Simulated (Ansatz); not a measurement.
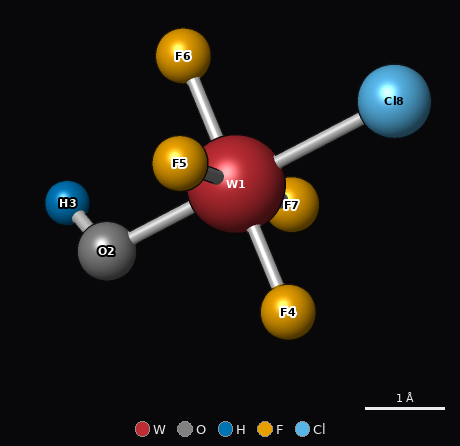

Starting structure of WHOClF4. The picture is a ball-and-stick view, seen at a tilt.

The run prepares the start of a later molecular dynamics calculation, from a guessed geometry.

Method: Ansatz, RKS BLYP-D4/def2-SVP.

Input file:
```yaml
crystal:
  periodic: [false, false, false]
  atoms:
    - { symbol: W, position_ang: [0.0, 0.0, 0.0] }
    - { symbol: O, position_ang: [0.0, 0.0, 1.94] }
    - { symbol: H, position_ang: [-0.9095, -0.2814, 2.2771] }
    - { symbol: F, position_ang: [1.85, 0.0, 0.0] }
    - { symbol: F, position_ang: [0.0, 1.85, 0.0] }
    - { symbol: F, position_ang: [-1.85, 0.0, 0.0] }
    - { symbol: F, position_ang: [0.0, -1.85, 0.0] }
    - { symbol: Cl, position_ang: [0.0, 0.0, -2.39] }
basis:
  gaussian: { orbitals: def2-SVP }
hamiltonian:
  xc: blyp
  dispersion: d4
relax:
  f_tol: 0.02
  max_steps: 40
output:
  orbitals: {}
```

Launched with:
```bash
ansatz run input.yaml --threads 2 --pin off --max-ram 3072MiB --backend cpu --events-out ev --progress --plain --runs-dir out
```

### Predict the outcome.

After 6 geometry steps the energy has fallen by 0.233 eV. The largest force component goes from 1.5 to 0.017 eV/Å. H3 moves most after the best rigid fit: 0.24 Å. Largest moves by element: H 0.24 Å, O 0.17 Å, F 0.15 Å, Cl 0.07 Å, W 0.04 Å. Among the contacts that change: W1–Cl8 2.390 → 2.330 Å, W1–O2 1.940 → 1.888 Å, W1–F6 1.850 → 1.891 Å, O2–H3 1.010 → 0.978 Å. Among the angles between lasting bonds that change: W1–O2–H3 109.5° → 134.9°, O2–W1–Cl8 180.0° → 173.7°, F4–W1–Cl8 90.0° → 94.6°. Cost: 27 s on 2 threads of Arm Neoverse V2, with other jobs on the host, peak memory 0.18 GiB.

History of the run:

```json
{"step": "0", "E − E(0), eV": "0.0000", "largest force component, eV/Å": "1.4662"}
{"step": "1", "E − E(0), eV": "-0.1723", "largest force component, eV/Å": "0.8656"}
{"step": "2", "E − E(0), eV": "-0.2055", "largest force component, eV/Å": "0.3360"}
{"step": "3", "E − E(0), eV": "-0.2220", "largest force component, eV/Å": "0.1551"}
{"step": "4", "E − E(0), eV": "-0.2277", "largest force component, eV/Å": "0.2169"}
{"step": "5", "E − E(0), eV": "-0.2296", "largest force component, eV/Å": "0.3565"}
{"step": "6", "E − E(0), eV": "-0.2326", "largest force component, eV/Å": "0.0174"}
```

The structure at the end:

```xyz
8

W     0.0166   -0.0149   -0.0270
O    -0.1278   -0.0685    1.8549
H    -0.8669   -0.1659    2.4883
F     1.8885    0.0017    0.0634
F     0.0440    1.8663   -0.0434
F    -1.8743   -0.0247   -0.0332
F     0.0679   -1.8954   -0.1201
Cl   -0.0575    0.0199   -2.3559
```

The end point in the same view:

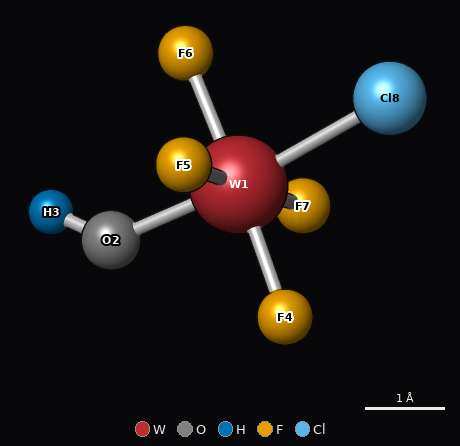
